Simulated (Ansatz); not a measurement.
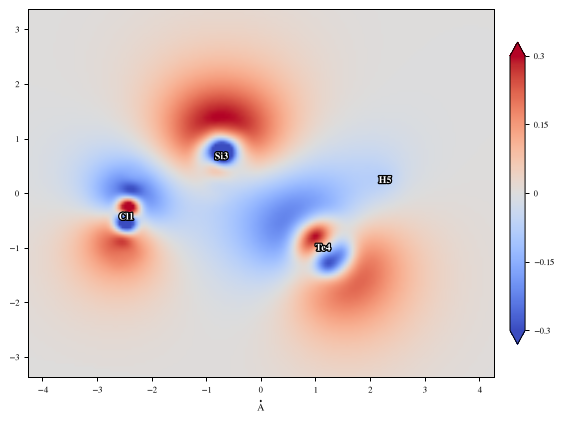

ClFHSiTe (doublet). One frontier orbital on the plane of atoms Cl1, Si3 and Te4 (values in Å⁻³ᐟ²; the overall sign is arbitrary).

Geometry: PBE0-D3(BJ)/def2-SVP; core potentials replace the inner electrons of Te.

Level of theory: Ansatz, isolated molecule in a Gaussian basis; Kohn-Sham density functional theory, functional PBE0.

The calculation's input:

```
crystal:
  periodic: [false, false, false]
  atoms:
    - {symbol: Cl, position_ang: [1.146707, 1.502874, 0.902373]}
    - {symbol: F, position_ang: [1.425797, -0.349085, -1.416201]}
    - {symbol: Si, position_ang: [0.249929, 0.211235, -0.443674]}
    - {symbol: Te, position_ang: [-0.772751, -1.616703, 0.940902]}
    - {symbol: H, position_ang: [-1.277670, -2.387261, -0.447020]}
basis:
  gaussian:
    orbitals: def2-TZVPD
output: {forces: true, orbitals: {seedname: orbitals}}
hamiltonian:
  xc: pbe0
magnetization:
  spin_polarized: true
  initial_magnetization: 1
```

Command:

```sh
ansatz run input.yaml --threads 1 --pin off --max-ram 2610MiB --events-out events.jsonl --progress --plain --runs-dir runs
```

**Which orbital is it: HOMO (α) or LUMO (α)?**

The HOMO (α), at −6.62 eV. It lies mainly on Si3 (about 45 %), Te4 (about 40 %) and Cl1 (about 10 %).
